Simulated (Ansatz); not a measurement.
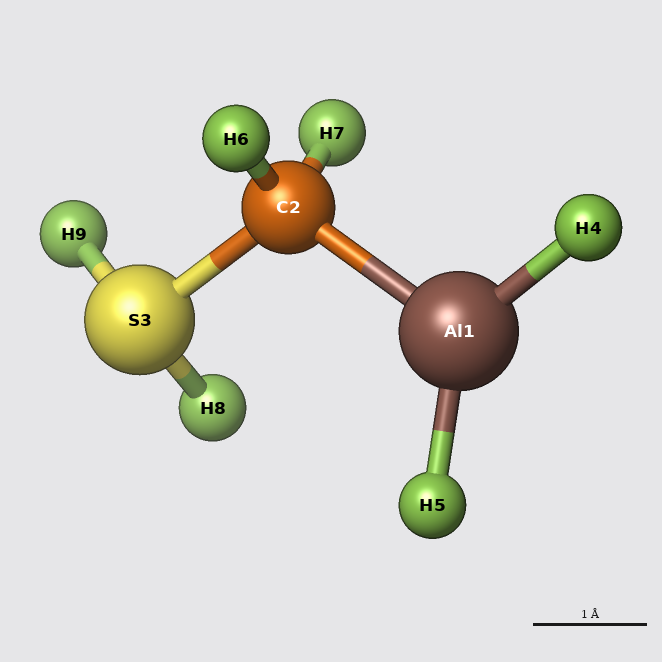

Figure made from data computed with Ansatz.

The view is orthographic, and the bar gives the scale. The species has charge +1 and is a spin singlet. Geometry: moved along internal coordinates away from the minimum.

Give an XYZ file in the frame of the picture: x to the right, y up, z towards the viewer, origin at the mean of the atomic positions.

```xyz
9
CH6AlS
Al   1.35  -0.47   0.89
C   -0.16   0.63   0.10
S   -1.49  -0.37  -0.55
H    2.50   0.45   1.45
H    1.12  -2.02   0.86
H   -0.63   1.24   0.88
H    0.22   1.29  -0.68
H   -0.84  -1.15  -1.44
H   -2.07   0.39  -1.50
```
